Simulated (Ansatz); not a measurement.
Reaction (SMILES): FC(F)(F)F → C atom + 4 F atom
B3LYP-D3(BJ)/def2-TZVP geometries, fixed; electronic energies without zero-point terms.
Largest species:
```
C
F 1 1.3260
F 1 1.3260 2 109.47
F 1 1.3260 2 109.47 3 120.00
F 1 1.3260 2 109.47 4 120.00
```
Charge 0, spin multiplicity 1.

Basis-set convergence of the atomisation energy at PBE with Ansatz (a program for electronic structure). Cartesian d functions, on some or all atoms, in 6-31+G*; all else is spherical. The program fits the integrals of some runs and decomposes those of others, by size. Open shells are unrestricted. No added dispersion term, no relativity. Functions are those of the species that has most. Reference: the value in aug-cc-pVQZ, 503.73 kcal/mol, itself unsure by roughly 0.53 kcal/mol (its mean distance from def2-QZVPPD, pcseg-3, def2-QZVPP). Deviations are taken from unrounded values.

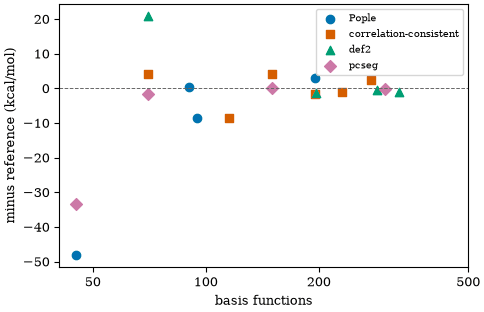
Figure. Deviation from the reference against the number of basis functions, by family of sets.

```json
[
 {"basis": "6-31G", "functions": "45", "atomisation energy (kcal/mol)": "455.62", "minus reference (kcal/mol)": "-48.11"},
 {"basis": "pcseg-0", "functions": "45", "atomisation energy (kcal/mol)": "470.35", "minus reference (kcal/mol)": "-33.38"},
 {"basis": "cc-pVDZ", "functions": "70", "atomisation energy (kcal/mol)": "507.99", "minus reference (kcal/mol)": "4.26"},
 {"basis": "def2-SVP", "functions": "70", "atomisation energy (kcal/mol)": "524.65", "minus reference (kcal/mol)": "20.92"},
 {"basis": "pcseg-1", "functions": "70", "atomisation energy (kcal/mol)": "502.06", "minus reference (kcal/mol)": "-1.67"},
 {"basis": "6-311G**", "functions": "90", "atomisation energy (kcal/mol)": "504.19", "minus reference (kcal/mol)": "0.46"},
 {"basis": "6-31+G*", "functions": "95", "atomisation energy (kcal/mol)": "495.13", "minus reference (kcal/mol)": "-8.60"},
 {"basis": "aug-cc-pVDZ", "functions": "115", "atomisation energy (kcal/mol)": "495.20", "minus reference (kcal/mol)": "-8.53"},
 {"basis": "cc-pVTZ", "functions": "150", "atomisation energy (kcal/mol)": "507.80", "minus reference (kcal/mol)": "4.07"},
 {"basis": "pcseg-2", "functions": "150", "atomisation energy (kcal/mol)": "503.91", "minus reference (kcal/mol)": "0.18"},
 {"basis": "6-311++G(3df,3pd)", "functions": "195", "atomisation energy (kcal/mol)": "506.76", "minus reference (kcal/mol)": "3.03"},
 {"basis": "jun-cc-pV(T+d)Z", "functions": "195", "atomisation energy (kcal/mol)": "502.05", "minus reference (kcal/mol)": "-1.68"},
 {"basis": "def2-TZVPPD", "functions": "197", "atomisation energy (kcal/mol)": "502.44", "minus reference (kcal/mol)": "-1.29"},
 {"basis": "aug-cc-pVTZ", "functions": "230", "atomisation energy (kcal/mol)": "502.70", "minus reference (kcal/mol)": "-1.03"},
 {"basis": "cc-pVQZ", "functions": "275", "atomisation energy (kcal/mol)": "506.01", "minus reference (kcal/mol)": "2.28"},
 {"basis": "def2-QZVPP", "functions": "285", "atomisation energy (kcal/mol)": "503.22", "minus reference (kcal/mol)": "-0.51"},
 {"basis": "pcseg-3", "functions": "300", "atomisation energy (kcal/mol)": "503.64", "minus reference (kcal/mol)": "-0.09"},
 {"basis": "def2-QZVPPD", "functions": "327", "atomisation energy (kcal/mol)": "502.75", "minus reference (kcal/mol)": "-0.98"}
]
```
